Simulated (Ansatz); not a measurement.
**A family of molecules: the dipole moment**

Gas-phase molecules, one atom swapped for its congeners: TiO2 `[O]=[Ti]=[O]`; ZrO2 `[O]=[Zr]=[O]`; HfO2 `[O]=[Hf]=[O]`. All are singlets with charge 0.

Shapes, held fixed at every level: PBE0-D4/def2-TZVP. Programs: Ansatz 0.2.0. Values in D.

```json
{"level": "PBE-D4/def2-TZVPP", "TiO2": "6.29", "ZrO2": "7.23", "HfO2": "7.26"}
{"level": "r2SCAN-D4/def2-TZVPP", "TiO2": "6.59", "ZrO2": "7.66", "HfO2": "7.79"}
{"level": "B3LYP-D4/def2-TZVPP", "TiO2": "6.65", "ZrO2": "7.75", "HfO2": "7.89"}
{"level": "wB97M-V/def2-TZVPP", "TiO2": "6.86", "ZrO2": "8.17", "HfO2": "8.46"}
```

At wB97M-V/def2-TZVPP the dipole moment rises at every step, from 6.86 to 8.46 D. Every level shows the same order. For atoms past krypton def2 sets carry core potentials with scalar relativity.

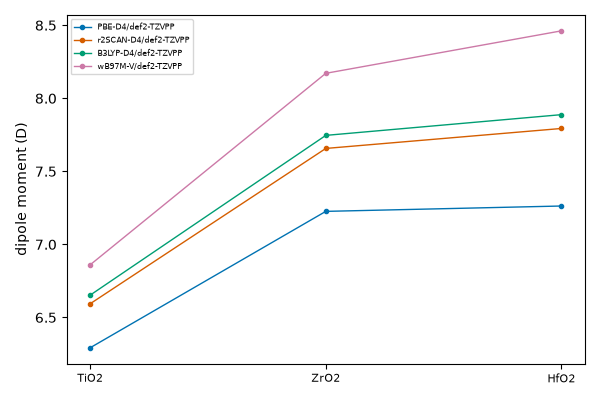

The trend along the series, level by level.
